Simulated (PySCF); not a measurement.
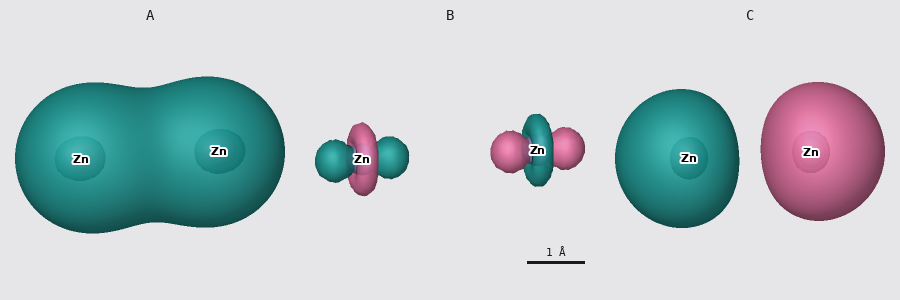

*Zn2. Three frontier orbitals, each drawn at the value that holds 80 % of its norm (teal and pink are the two phases), in no order; of a degenerate pair one member is drawn.*

Level of theory: PBE0/cc-pVDZ(-PP), non-relativistic Hamiltonian with scalar-relativistic core potentials where named, at a bond length of 3.223 Å in PySCF.

Label each orbital by symmetry, say whether it is occupied, and order them by energy.

Answer. Orbital B: σu, occupied, −12.88 eV; antibonding, with a node between the atoms.
Orbital A: σg, occupied, −7.59 eV; with no node between the nuclei.
Orbital C: σu, occupied, −5.97 eV; antibonding, with a node between the atoms.
